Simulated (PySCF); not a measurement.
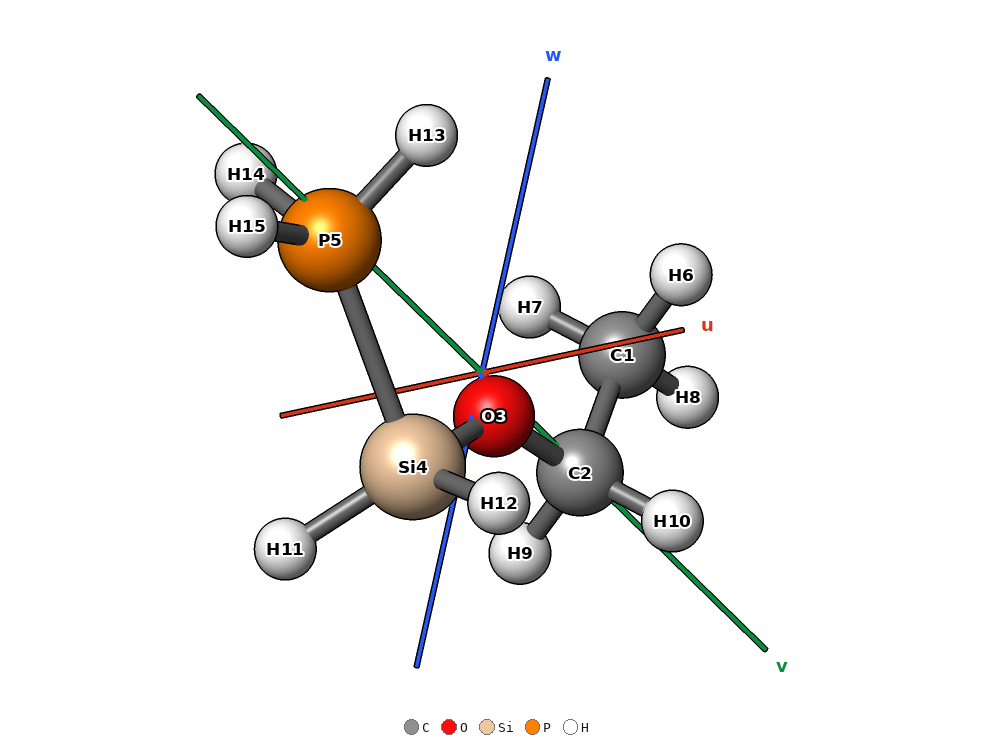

The lines u, v and w are the principal axes of the static dipole polarisability. State: charge +1, singlet. The computed structure is the end point of a GFN2-xTB optimisation. No frequency run is at hand to confirm it as a minimum. Computed with PBE0/def2-SVPD (PySCF 2.14.0).

Question: Along which axis is the molecule most polarisable, and along which least?

Answer: Most along v (close to the long direction C1···P5), least along u.

Question: Give the three principal values.

Answer: u 62.6, v 86.0, w 74.2 bohr³; mean 74.3, anisotropy 20.3 bohr³.

The geometry is semi-empirical. Around P, Si such bond lengths and angles can be off by a tenth of an ångström or more and by several degrees, and values that hang on the shape move with them.
